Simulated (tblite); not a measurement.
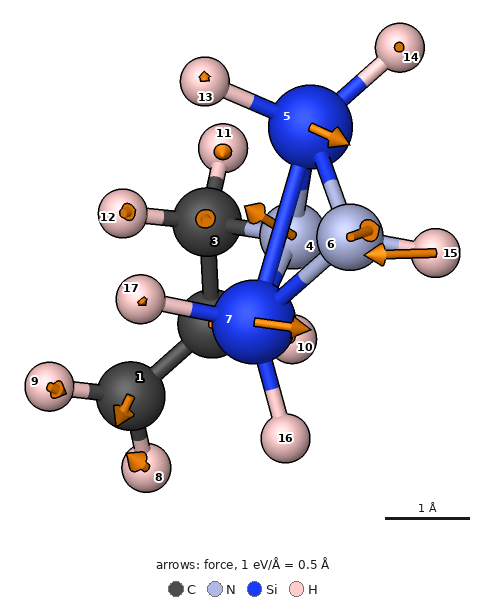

Starting geometry of C₃H₁₀N₂Si₂ with the computed forces as orange arrows. A ball-and-stick model, seen from a free direction.

These are results of GFN2-xTB geometry optimisation, gas phase in tblite, not measurements. 

Is this structure relaxed? If not, where do the atoms go?

Answer. It isn't relaxed: the largest force vector, on an N atom, is 1.89 eV/Å. The final displacements have little in common with the starting forces (cosine between the two patterns 0.24). The largest move after the best rigid fit is that of an H atom, 1.62 Å. By element the largest moves are H 1.62 Å, N 0.92 Å, C 0.62 Å, Si 0.54 Å. Near-neighbour distances that change, for instance: Si–Si 2.434 → 2.609 Å, N–Si 1.815 → 1.740 Å, H–N 1.062 → 1.002 Å, N–Si 1.777 → 1.743 Å. Among the angles between lasting bonds that change: Si–Si–H 95.1° → 125.2°, Si–Si–H 96.2° → 124.8°, Si–N–H 104.4° → 131.4°. The energy falls by 26.5 kcal/mol in 189 geometry steps. The run took 2.4 s on 1 thread of Arm Neoverse N1, on a shared host.
